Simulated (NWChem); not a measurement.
# AlSiH4Cl (SMILES [SiH3][AlH][Cl]) at B3LYP/6-31G(d) (spherical functions)

Wanted: a structure relaxation of AlSiH4Cl. 

The results are computed with NWChem 7.3.0.

12 further runs of the same task are left out: 8 that didn't finish, 4 set aside as unsound or not needed. Runs told in other sessions of the task aren't counted.

## Step 1: The system as given

The species is AlSiH4Cl (7 atoms), meant as a singlet with charge 0. SMILES: `[SiH3][AlH][Cl]`. Geometry: relaxed at PBE0-D4/def2-TZVP. The run starts from this shape.

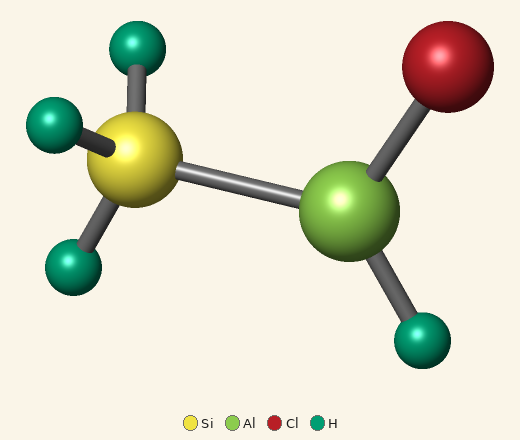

Viewed from a chosen angle; silicon yellow, aluminium green, chlorine red, hydrogen teal.

## Step 2: A geometry optimisation at B3LYP/6-31G(d) (spherical functions)

Contents of a.nw:

```
start a
title "AlClH4Si"
memory stack 880 mb heap 220 mb global 1100 mb
geometry
Si    -0.861200     0.582500    -0.311200
Al     1.094800    -0.612400     0.543100
Cl     1.783400    -2.223100    -0.622900
H     -2.012700    -0.351800    -0.455300
H     -0.567600     1.154700    -1.655100
H     -1.276600     1.696100     0.586300
H      1.901100    -0.314000     1.869500
end
basis spherical bse
Si library 6-31G*
Al library 6-31G*
Cl library 6-31G*
H library 6-31G*
end
dft
xc b3lyp
mult 1
grid fine
convergence energy 1e-07
iterations 100
mulliken
print low
end
driver
maxiter 60
end
freq
temp 2 298.15 573.15
end
task dft optimize
task dft frequencies
```

On the command line:

```
$ nwchem a.nw > a.out
```

Standard output:

```text
[...]
 d= 0,ls=0.0,diis     1   -994.5444215003 -1.16D+03  1.45D-02  2.34D-01     2.4
[...]
         Total DFT energy =     -994.580350194541
[...]
@    0    -994.58035019  0.0D+00  0.00703  0.00164  0.00000  0.00000     21.0
[...]
         Total DFT energy =     -994.580468490243
[...]
@    1    -994.58055088 -2.0D-04  0.00037  0.00017  0.02016  0.07225     46.2
[...]
@    2    -994.58055570 -4.8D-06  0.00027  0.00011  0.00220  0.00491     60.2
[...]
         Total DFT energy =   -994.580560195011
[...]
@    3    -994.58056020 -4.5D-06  0.00020  0.00005  0.00477  0.01081     73.5
[...]
         Total DFT energy =     -994.580560525756
[...]
         Total DFT energy =   -994.580560525756
                         DFT ENERGY GRADIENTS
    atom               coordinates                        gradient
                 x          y          z           x          y          z
   1 Si     -0.631213  -3.745431  -0.000087   -0.000031  -0.000101  -0.000000
   2 Al      1.554426   0.348121  -0.000252    0.000157  -0.000148   0.000002
   3 Cl     -0.721369   3.662714   0.000769   -0.000096   0.000096  -0.000001
   4 H      -2.289343  -3.991562  -2.264469    0.000024   0.000040   0.000008
   5 H      -2.260114  -4.005228   2.284016    0.000026   0.000040  -0.000008
   6 H       1.186383  -5.897597  -0.017836   -0.000034   0.000042  -0.000000
   7 H       4.508947   0.830588  -0.000184   -0.000047   0.000032   0.000000
[...]
@    4    -994.58056053 -3.3D-07  0.00013  0.00004  0.00089  0.00178     87.0
[...]
      Optimization converged
[...]
@    4    -994.58056053 -3.3D-07  0.00013  0.00004  0.00089  0.00178     87.0
[...]
 d= 0,ls=0.0,diis     2   -994.5805595940 -1.25D-11  1.51D-07  5.85D-11    91.3
         Total DFT energy =     -994.580559594029
      One electron energy =    -1702.519404518034
           Coulomb energy =      613.683693568382
    Exchange-Corr. energy =      -69.397905181684
 Nuclear repulsion energy =      163.653056537307
[...]
 Zero-Point correction to Energy  =   20.586 kcal/mol  (  0.032806 au)
 Thermal correction to Energy     =   30.642 kcal/mol  (  0.048832 au)
 Thermal correction to Enthalpy   =   31.781 kcal/mol  (  0.050646 au)
 Total Entropy                    =   95.779 cal/mol-K
   - Translational                =   42.760 cal/mol-K (mol. weight =  93.9586)
   - Rotational                   =   28.348 cal/mol-K (symmetry #  =        1)
   - Vibrational                  =   24.672 cal/mol-K
 Cv (constant volume heat capacity) =   25.415 cal/mol-K
   - Translational                  =    2.979 cal/mol-K
   - Rotational                     =    2.979 cal/mol-K
   - Vibrational                    =   19.456 cal/mol-K
[...]
```

Run time: 3.9 min. Hardware: 1 thread of Intel Xeon Platinum 8259CL at 2.50GHz (Skylake/Cascade Lake), shared host; peak memory 0.15 GiB.

The path in brief:

```
step  energy from the first frame kept (eV)
   0                                 0.0000
   1                                -0.0055
   2                                -0.0056
   3                                -0.0057
   4                                -0.0057
```

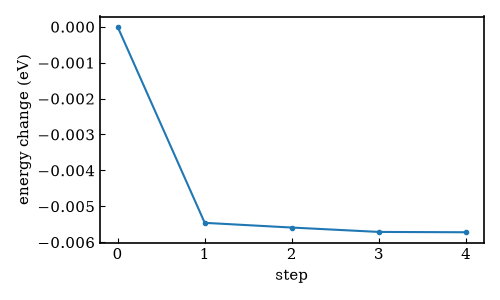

Energy along the run.

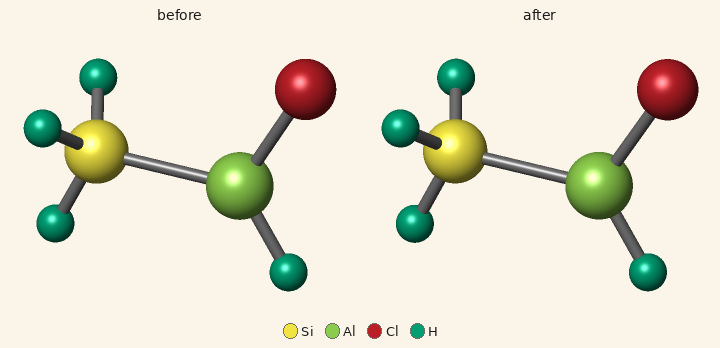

Before and after, at one scale.

After the run. Bond lengths: Si1–Al2 2.456 Å, Al2–Cl3 2.128 Å, Si1–H4 1.491 Å, Si1–H5 1.491 Å, Si1–H6 1.491 Å, Al2–H7 1.584 Å. Angles: Si1–Al2–Cl3 117.4°, Si1–Al2–H7 127.4°, Cl3–Al2–H7 115.2°, Al2–Si1–H4 110.7°, Al2–Si1–H5 110.7°, Al2–Si1–H6 111.7°, H4–Si1–H5 107.7°, H4–Si1–H6 107.9°, H5–Si1–H6 107.9°.

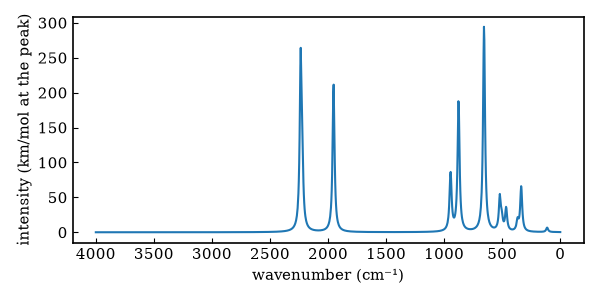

Harmonic infrared spectrum, unscaled, lines broadened by 10 cm⁻¹.

## Step 3: Results

At B3LYP/6-31G* (spherical functions):

| quantity | value |
| --- | --- |
| total energy at the end | -994.58056 Eh |
| lowest harmonic wavenumber | 32 cm⁻¹ |
| highest harmonic wavenumber | 2237 cm⁻¹ |
| zero-point energy | 86.1 kJ/mol |
| ideal-gas entropy at 298.15 K (symmetry number 1 as used) | 79.9 cal/(mol K) |

**Reading.** At the final geometry: Bond lengths: Si1–Al2 2.456 Å, Al2–Cl3 2.128 Å, Si1–H4 1.491 Å, Si1–H5 1.491 Å, Si1–H6 1.491 Å, Al2–H7 1.584 Å. Angles: Si1–Al2–Cl3 117.4°, Si1–Al2–H7 127.4°, Cl3–Al2–H7 115.2°, Al2–Si1–H4 110.7°, Al2–Si1–H5 110.7°, Al2–Si1–H6 111.7°, H4–Si1–H5 107.7°, H4–Si1–H6 107.9°, H5–Si1–H6 107.9°. All 15 modes are real, so the shape is a minimum at this level. The optimisation took 5 steps and changed the energy by -0.006 eV.
